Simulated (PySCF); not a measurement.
```xyz
23

C     3.4179   -0.4010   -0.4664
C     2.2880    0.4573    0.0812
O     1.0592   -0.0715   -0.3607
C    -0.0740    0.6155    0.1362
C    -0.4345    0.2813    1.6056
C    -1.8912   -0.1972    1.4394
Si   -1.7484   -0.1197   -0.4714
N    -3.0470    0.7465   -1.2033
N    -1.4496   -1.4536   -1.5109
H     4.3783    0.0135   -0.1711
H     3.3326   -1.4148   -0.0840
H     3.3605   -0.4354   -1.5510
H     2.3919    1.4968   -0.2735
H     2.3253    0.4749    1.1815
H     0.0687    1.6970   -0.0061
H     0.2057   -0.5252    1.9620
H    -0.3321    1.1300    2.2817
H    -2.6018    0.4992    1.8796
H    -2.0728   -1.1678    1.8951
H    -3.0442    0.8405   -2.2051
H    -3.3814    1.5907   -0.7700
H    -2.1892   -2.1060   -1.7098
H    -0.5665   -1.9238   -1.3958
```

Geometry: GFN2-xTB.

Method: PySCF, PBE0/pcSseg-1, SCF density, gas phase, non-relativistic.

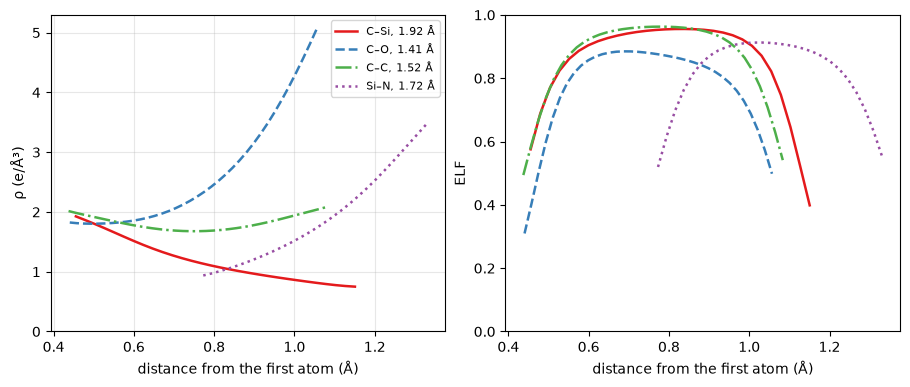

C₅H₁₄N₂OSi. Total electron density and electron localisation function along straight lines between neighbouring atoms. The curves leave out the atomic cores.

**Compare the contacts.**

C–Si (1.92 Å): the density is about 0.9 e/Å³ at the midpoint; the ELF peaks at about 0.95 between the atoms: a covalent bond.
C–O (1.41 Å): ρ at the midpoint is about 2.1 e/Å³, with its minimum of 1.8 e/Å³ about 0.5 Å from C; the ELF peaks at about 0.90 between the atoms, as expected for a shared but strongly polarised pair.
C–C (1.52 Å): the density is about 1.7 e/Å³ at the midpoint; the ELF peaks at about 0.95 between the atoms: a shared electron pair.
Si–N (1.72 Å): ρ at the midpoint is about 1.1 e/Å³; the ELF peaks at about 0.90 between the atoms: a shared but strongly polarised pair.
